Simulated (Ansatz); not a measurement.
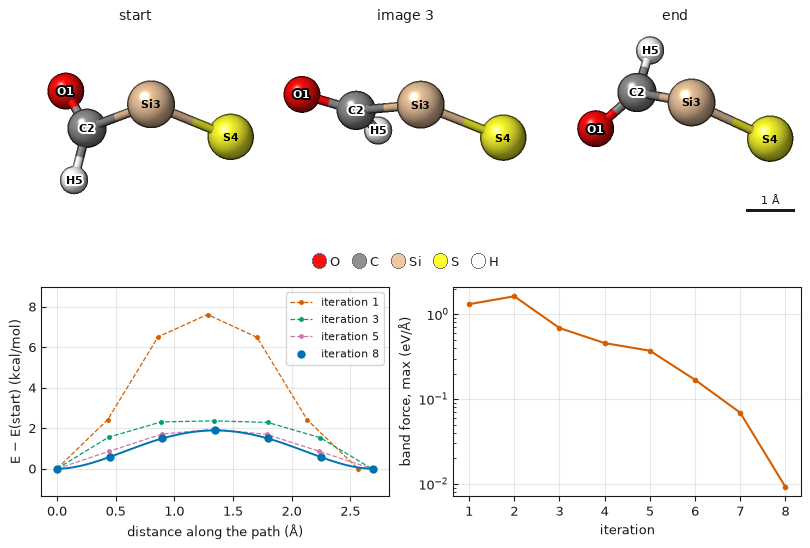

A nudged-elastic-band calculation for CHOSSi (multiplicity 2). Images are numbered from 0 (start) to 6 (end). The plot follows the band through its iterations. Style: ball-and-stick. Shown at a tilt.

The calculation used UKS BLYP-D4/def2-SVP in Ansatz. Set-up: 5 movable images; climbing image; force threshold 0.03 eV/Å; iteration limit 60; starting path by image-dependent pair potential.

**How did the profile develop, and is the result final?**

The result is final at these settings. The band converged in 8 iterations. The largest component of the band force went from 1.3 to 0.0092 eV/Å. The climbing image converged on the top of the path. Its vibrational analysis gives one imaginary mode (76i cm⁻¹), as a transition state must have. The first iteration put the highest image at 7.62 kcal/mol. The two ends have the same energy, and the highest point, image 3, lies 1.89 kcal/mol above the start.
